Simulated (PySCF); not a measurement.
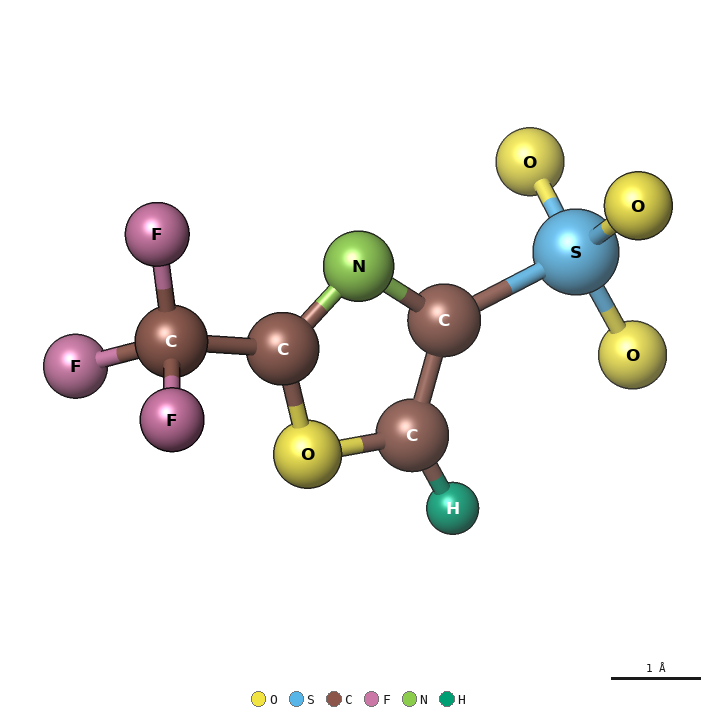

Charge −1, singlet.

Count the atoms of each element.

Answer. C4HF3NO4S(-), 14 atoms: 4 carbon, 1 hydrogen, 3 fluorine, 1 nitrogen, 4 oxygen and 1 sulfur.

What is its SMILES?

Answer. O=S(=O)([O-])c1coc(C(F)(F)F)n1

Describe its rings.

Answer. Independent rings (smallest set): 1 of 5 members, 1 of them aromatic.

Name some functional groups or characteristic bonds that it holds.

Answer. Among them: C–F bond.

The parts below concern this one geometry. Atoms keep their numbers from picture to picture. Computed geometry: PBE0-D3(BJ)/def2-SVP optimisation. No frequency run is at hand to confirm it as a minimum.

**Electronic properties**

No frequency run is at hand to confirm it as a minimum. Level of theory: PBE0/pcSseg-1 in chloroform (IEF-PCM) (PySCF 2.14.0).

Estimate the LUMO energy (Kohn–Sham orbital).

Answer. −0.38 eV.

What is the HOMO energy (Kohn–Sham orbital)?

Answer. −6.33 eV.

**Bond orders**

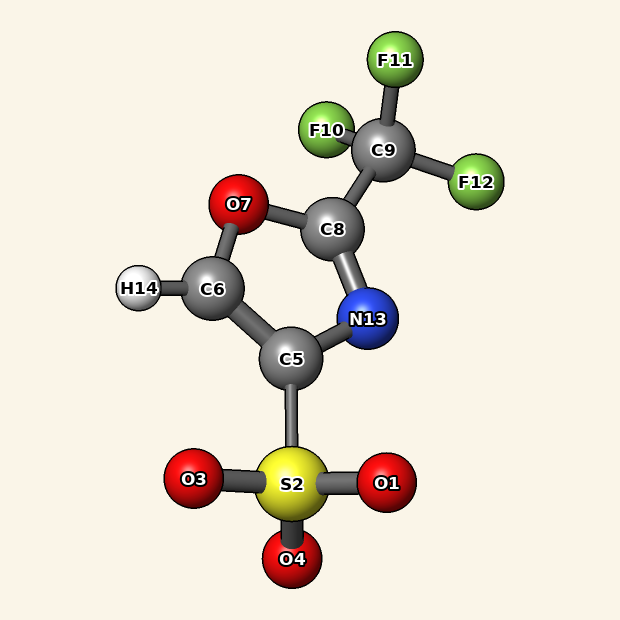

The thickness of each stick grows with its Mayer bond order. No frequency run is at hand to confirm it as a minimum. Level of theory: PBE0/pcSseg-1 in benzene (IEF-PCM) (PySCF 2.14.0).

Which bond has the lowest Mayer bond order?

Answer. S2–C5, 0.81, at 1.808 Å.

List the Mayer bond orders of O1–S2, S2–O3, S2–O4, S2–C5, C5–C6, C5–N13, C6–O7, C6–H14, O7–C8, C8–C9, C8–N13, C9–F10, C9–F11, C9–F12. Atoms whose distances differ by more than 0.02 Å in this geometry are listed apart.

```json
{"bond": "O1–S2", "Mayer order": "1.68", "length (Å)": "1.469"}
{"bond": "S2–O3", "Mayer order": "1.63", "length (Å)": "1.477"}
{"bond": "S2–O4", "Mayer order": "1.68", "length (Å)": "1.470"}
{"bond": "S2–C5", "Mayer order": "0.81", "length (Å)": "1.808"}
{"bond": "C5–C6", "Mayer order": "1.60", "length (Å)": "1.361"}
{"bond": "C5–N13", "Mayer order": "1.24", "length (Å)": "1.381"}
{"bond": "C6–O7", "Mayer order": "1.04", "length (Å)": "1.362"}
{"bond": "C6–H14", "Mayer order": "0.98", "length (Å)": "1.084"}
{"bond": "O7–C8", "Mayer order": "1.07", "length (Å)": "1.342"}
{"bond": "C8–C9", "Mayer order": "0.95", "length (Å)": "1.493"}
{"bond": "C8–N13", "Mayer order": "1.65", "length (Å)": "1.288"}
{"bond": "C9–F10", "Mayer order": "1.00", "length (Å)": "1.341"}
{"bond": "C9–F11", "Mayer order": "1.00", "length (Å)": "1.341"}
{"bond": "C9–F12", "Mayer order": "1.03", "length (Å)": "1.324"}
```

**NMR shielding**

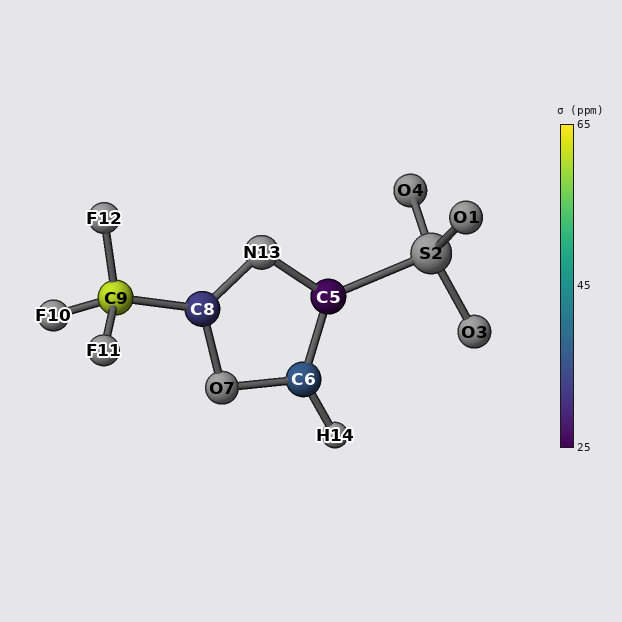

Atoms are coloured by their isotropic NMR shieldings (C only, the others grey). No frequency run is at hand to confirm it as a minimum. Level of theory: GIAO PBE0/pcSseg-1 NMR shielding, non-relativistic, IEF-PCM chloroform (PySCF 2.14.0).

Give the isotropic NMR shieldings of the C atoms atom by atom.

```csv
atom,σ (ppm)
C5,26.1
C6,36.5
C8,32.5
C9,61.1
```

**Charges**

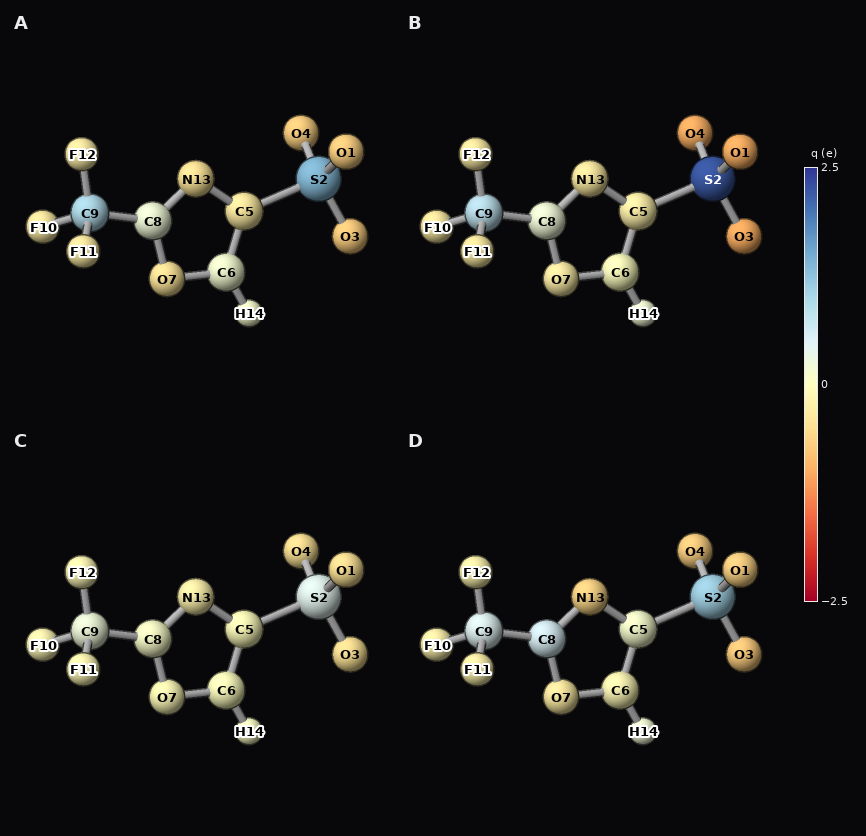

Atomic charges of one calculation by 4 schemes, on one colour scale. No frequency run is at hand to confirm it as a minimum. Method: PBE0/pcSseg-1 in benzene (IEF-PCM) (PySCF 2.14.0).

The schemes are ESP-fitted, Hirshfeld, IAO, Mulliken. Which panel shows which?

Answer. A Mulliken, B IAO, C Hirshfeld, D ESP-fitted.

List the charges (e), one line for each set of equivalent atoms. Atoms whose distances differ by more than 0.02 Å in this geometry are listed apart.

```tsv
atom	Mulliken	IAO	Hirshfeld	ESP-fitted
O1	−0.63	−0.95	−0.42	−0.62
S2	1.32	2.20	0.43	1.07
O3	−0.65	−0.98	−0.42	−0.68
O4	−0.63	−0.95	−0.43	−0.63
C5	−0.28	−0.20	−0.03	0.12
C6	0.16	0.00	0.01	−0.09
O7	−0.38	−0.24	−0.07	−0.28
C8	0.23	0.22	0.08	0.55
C9	0.93	0.80	0.25	0.46
F10	−0.27	−0.28	−0.10	−0.19
F11	−0.27	−0.28	−0.10	−0.19
F12	−0.25	−0.26	−0.08	−0.17
N13	−0.39	−0.29	−0.19	−0.57
H14	0.13	0.20	0.07	0.21
```

Mulliken values depend strongly on the basis set and can even reverse the polarity of a bond.
